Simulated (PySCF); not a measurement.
# CH3Br: electronic structure in real space, part 2 of 3

For CH3Br, the scripts below compute its lowest excited states, localise its valence orbitals and pull one bond apart with RHF, UHF and CASSCF.

PySCF 2.14.0; Gaussian basis, gas phase. Earlier steps stand in the parts before.

**4. Localised orbitals (M06-2X/def2-tzvp)**

Contents of input.py:

```python
import numpy as np
from pyscf import gto, scf, dft, lo
from pyscf.data.elements import chemcore

def solve(mol, dm0=None, hcore=None):
    mf = (dft.UKS if mol.spin else dft.RKS)(mol, xc='m062x')
    mf.grids.level = 3
    mf = mf.density_fit(auxbasis='def2-universal-jkfit')
    mf.conv_tol, mf.max_cycle = 1e-8, 80
    if hcore is not None:
        mf.get_hcore = lambda *args: hcore
    mf.kernel(dm0)
    if not mf.converged:
        mf = mf.newton().run(mf.mo_coeff, mf.mo_occ, max_cycle=30)
    assert mf.converged, 'SCF not converged'
    return mf

mol = gto.M(atom='''
C      1.51834    -0.00002     0.00002
Br    -0.41927     0.00000     0.00000
H      1.85478    -1.01138     0.20352
H      1.85480     0.68206     0.77398
H      1.85480     0.32944    -0.97761
''', basis='def2-tzvp', charge=0, spin=0, verbose=4)
mf = solve(mol)
occ_all = mf.mo_coeff[:, mf.mo_occ > 0]
occ = occ_all[:, chemcore(mol):]
bo = lo.Boys(mol, occ)
loc = bo.kernel()
for _ in range(5):
    new, stable = bo.stability(return_status=True)
    if stable:
        break
    loc = bo.kernel(new)
fock, s = mf.get_fock(), mf.get_ovlp()
ortho = lo.orth_ao(mol, 'meta_lowdin')
labels = mol.ao_labels(fmt=None)
vir = loc[:, :0]
both = np.hstack([loc, vir])
p = (ortho.T @ s @ both) ** 2
pop = np.array([p[[l[0] == a for l in labels]].sum(0) for a in range(mol.natm)])
spd = np.array([[p[[l[0] == a and l[2][-1] == k for l in labels]].sum(0) for k in 'spd'] for a in range(mol.natm)])
eps = np.einsum('pi,pq,qi->i', both, fock, both)
for i in np.argsort(eps):
    top = np.argsort(-pop[:, i])[:3]
    print('%3d %s %9.4f Eh ' % (i + 1, 'occ' if i < loc.shape[1] else 'vir', eps[i]), '  '.join('%s%d %.3f' % (mol.atom_symbol(a), a + 1, pop[a, i]) for a in top))
np.savez('result.npz', c=both, nocc=loc.shape[1], pop=pop, spd=spd, eps=eps, e=mf.e_tot)
```

Started as:

```
$ OMP_NUM_THREADS=1 python input.py
```

What it wrote:

```text
[ENV] PYSCF_TMPDIR <dir>
[ENV] PYSCF_MAX_MEMORY 1375
[INPUT] verbose = 4
[INPUT] num. atoms = 5
[INPUT] num. electrons = 44
[INPUT] charge = 0
[INPUT] spin (= nelec alpha-beta = 2S) = 0
[INPUT] symmetry False subgroup None
[INPUT] Mole.unit = angstrom
[INPUT] Symbol           X                Y                Z      unit          X                Y                Z       unit  Magmom
[INPUT]  1 C      1.518340000000  -0.000020000000   0.000020000000 AA    2.869246763972  -0.000037794522   0.000037794522 Bohr   0.0
[INPUT]  2 Br    -0.419270000000   0.000000000000   0.000000000000 AA   -0.792305472246   0.000000000000   0.000000000000 Bohr   0.0
[INPUT]  3 H      1.854780000000  -1.011380000000   0.203520000000 AA    3.505026221321  -1.911231207863   0.384597060871 Bohr   0.0
[INPUT]  4 H      1.854800000000   0.682060000000   0.773980000000 AA    3.505064015843   1.288906600521   1.462610225891 Bohr   0.0
[INPUT]  5 H      1.854800000000   0.329440000000  -0.977610000000 AA    3.505064015843   0.622551374477  -1.847415156636 Bohr   0.0

nuclear repulsion = 89.2702660989712
number of shells = 39
number of NR pGTOs = 173
number of NR cGTOs = 97
basis = def2-tzvp
ecp = {}

******** <class 'pyscf.df.df_jk.DFRKS'> ********
method = DFRKS
initial guess = minao
damping factor = 0
level_shift factor = 0
DIIS = <class 'pyscf.scf.diis.CDIIS'>
diis_start_cycle = 1
diis_space = 8
diis_damp = 0
SCF conv_tol = 1e-08
SCF conv_tol_grad = None
SCF max_cycles = 80
direct_scf = False
XC library pyscf.dft.libxc version 7.0.0
    S. Lehtola, C. Steigemann, M. J.T. Oliveira, and M. A.L. Marques.,  SoftwareX 7, 1–5 (2018)
XC functionals = m062x
    Y. Zhao and D. G. Truhlar.,  Theor. Chem. Acc. 120, 215 (2008)
    Y. Zhao and D. G. Truhlar.,  Theor. Chem. Acc. 120, 215 (2008)
radial grids:
    Treutler-Ahlrichs [JCP 102, 346 (1995); DOI:10.1063/1.469408] (M4) radial grids

becke partition: Becke, JCP 88, 2547 (1988); DOI:10.1063/1.454033
pruning grids: <function nwchem_prune at 0xe870a2897600>
grids dens level: 3
symmetrized grids: False
atomic radii adjust function: <function treutler_atomic_radii_adjust at 0xe870a28cc540>
small_rho_cutoff = 0
Set gradient conv threshold to 0.0001
Initial guess from minao.
tot grids = 63968
******** <class 'pyscf.df.df.DF'> ********
auxbasis = def2-universal-jkfit
init E= -2613.02586099836
  HOMO = -0.333285334921029  LUMO = -0.0305150180611697  gap/eV = 8.23880
cycle= 1 E= -2614.08374389686  delta_E= -1.06  |g|= 0.215  |ddm|= 1.57
  HOMO = -0.325474056242794  LUMO = 0.0281203354092519  gap/eV = 9.62179
cycle= 2 E= -2614.0899599089  delta_E= -0.00622  |g|= 0.129  |ddm|= 0.266
  HOMO = -0.335238141978097  LUMO = 0.0382271947933113  gap/eV = 10.16251
cycle= 3 E= -2614.09325158448  delta_E= -0.00329  |g|= 0.0449  |ddm|= 0.115
  HOMO = -0.337015989297769  LUMO = 0.0342107301815524  gap/eV = 10.10159
cycle= 4 E= -2614.09373311361  delta_E= -0.000482  |g|= 0.0106  |ddm|= 0.0305
  HOMO = -0.337596314827142  LUMO = 0.0351542397267011  gap/eV = 10.14306
cycle= 5 E= -2614.09375364606  delta_E= -2.05e-05  |g|= 0.0014  |ddm|= 0.00724
  HOMO = -0.33713938843981  LUMO = 0.0353978196353104  gap/eV = 10.13725
cycle= 6 E= -2614.09375409977  delta_E= -4.54e-07  |g|= 0.000561  |ddm|= 0.00186
  HOMO = -0.337276860503408  LUMO = 0.0353298896577137  gap/eV = 10.13915
cycle= 7 E= -2614.09375416634  delta_E= -6.66e-08  |g|= 6.86e-05  |ddm|= 0.000622
  HOMO = -0.337277992541685  LUMO = 0.0353371947218193  gap/eV = 10.13938
cycle= 8 E= -2614.09375416813  delta_E= -1.78e-09  |g|= 1.84e-05  |ddm|= 0.000103
  HOMO = -0.337277495598608  LUMO = 0.0353378157618742  gap/eV = 10.13938
Extra cycle  E= -2614.09375416823  delta_E= -1e-10  |g|= 1e-05  |ddm|= 2.69e-05
converged SCF energy = -2614.09375416823

******** <class 'pyscf.lo.boys.Boys'> ********
conv_tol = 1e-06
conv_tol_grad = None
max_cycle = 100
max_stepsize = 0.05
max_iters = 20
kf_interval = 5
kf_trust_region = 5
ah_start_tol = 1000000000.0
ah_start_cycle = 1
ah_level_shift = 0
ah_conv_tol = 1e-12
ah_lindep = 1e-14
ah_max_cycle = 40
ah_trust_region = 3
init_guess = atomic
algorithm = ciah
Set conv_tol_grad to 0.000316228
Init f(x)= 35.338320608971  |g|= 11.0248
macro= 1  f(x)= 27.998848117425  delta_f= -7.33947  |g|= 8.14783  3 KF 20 Hx
macro= 2  f(x)= 27.108892080216  delta_f= -0.889956  |g|= 0.594851  4 KF 21 Hx
macro= 3  f(x)= 25.928934290593  delta_f= -1.17996  |g|= 1.6192  4 KF 20 Hx
macro= 4  f(x)= 25.358836220653  delta_f= -0.570098  |g|= 2.03059  4 KF 20 Hx
macro= 5  f(x)= 25.010059986393  delta_f= -0.348776  |g|= 0.56994  4 KF 21 Hx
macro= 6  f(x)= 24.998081747767  delta_f= -0.0119782  |g|= 0.0544068  5 KF 25 Hx
macro= 7  f(x)= 24.997719347436  delta_f= -0.0003624  |g|= 0.0162851  4 KF 28 Hx
macro= 8  f(x)= 24.997619388527  delta_f= -9.99589e-05  |g|= 0.00718557  5 KF 29 Hx
macro= 9  f(x)= 24.997602211345  delta_f= -1.71772e-05  |g|= 0.00111695  3 KF 12 Hx
macro= 10  f(x)= 24.997595962394  delta_f= -6.24895e-06  |g|= 0.000617198  5 KF 29 Hx
macro= 11  f(x)= 24.997593657707  delta_f= -2.30469e-06  |g|= 0.000447395  1 KF 2 Hx
macro= 12  f(x)= 24.997593626193  delta_f= -3.15141e-08  |g|= 5.66945e-05  1 KF 2 Hx
macro X = 12  f(x)= 24.997593626193  |g|= 5.66945e-05  24 intor 43 KF 229 Hx
stability: lowest eigs of H = [0.00016889 0.00038066 0.00054969]
Boys wavefunction is stable in the internal stability analysis
  1 occ   -2.8582 Eh  Br2 0.999  C1 0.001  H4 0.000
  4 occ   -2.8542 Eh  Br2 0.999  C1 0.001  H3 0.000
  5 occ   -2.8542 Eh  Br2 0.999  C1 0.001  H3 0.000
  2 occ   -2.8056 Eh  Br2 1.000  C1 0.000  H4 0.000
  3 occ   -2.8056 Eh  Br2 1.000  C1 0.000  H5 0.000
  6 occ   -0.6197 Eh  Br2 0.570  C1 0.430  H3 0.000
  7 occ   -0.5882 Eh  C1 0.571  H5 0.427  Br2 0.002
  9 occ   -0.5882 Eh  C1 0.571  H4 0.427  Br2 0.002
  8 occ   -0.5882 Eh  C1 0.571  H3 0.427  Br2 0.002
 11 occ   -0.5261 Eh  Br2 0.993  C1 0.005  H3 0.002
 12 occ   -0.5250 Eh  Br2 0.993  C1 0.005  H4 0.002
 10 occ   -0.5250 Eh  Br2 0.993  C1 0.005  H5 0.002
```

Run time: 11 s. Hardware: 1 thread of Arm Neoverse V1, shared host; peak memory 0.44 GiB.

**5. Analysis of result.npz**

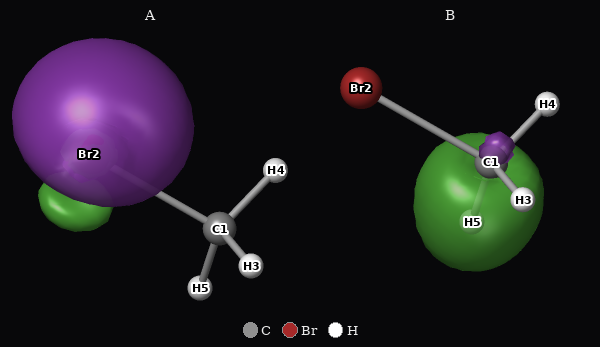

Foster–Boys orbitals, occupied; each surface holds about 70 % of the orbital's density. Energies are diagonal elements of the Fock matrix.

**Identify each orbital.**

By panel:
- A: lone pair on Br2 (sp2.5-type) (Br2 99 %; −14.3 eV)
- B: σ bond C1–H5 (C1 57 %, H5 43 %; −16.0 eV)

Foster–Boys orbitals, occupied:

- σ bond Br2–C1 (Br2 57 %, C1 43 %; −16.9 eV)
- σ bond C1–H5 (C1 57 %, H5 43 %; −16.0 eV)
- σ bond C1–H4 (C1 57 %, H4 43 %; −16.0 eV)
- σ bond C1–H3 (C1 57 %, H3 43 %; −16.0 eV)
- lone pair on Br2 (sp2.5-type) (Br2 99 %; −14.3 eV)
- lone pair on Br2 (sp2.5-type) (Br2 99 %; −14.3 eV)
- lone pair on Br2 (sp2.5-type) (Br2 99 %; −14.3 eV)

(Continued in part 3 of 3.)
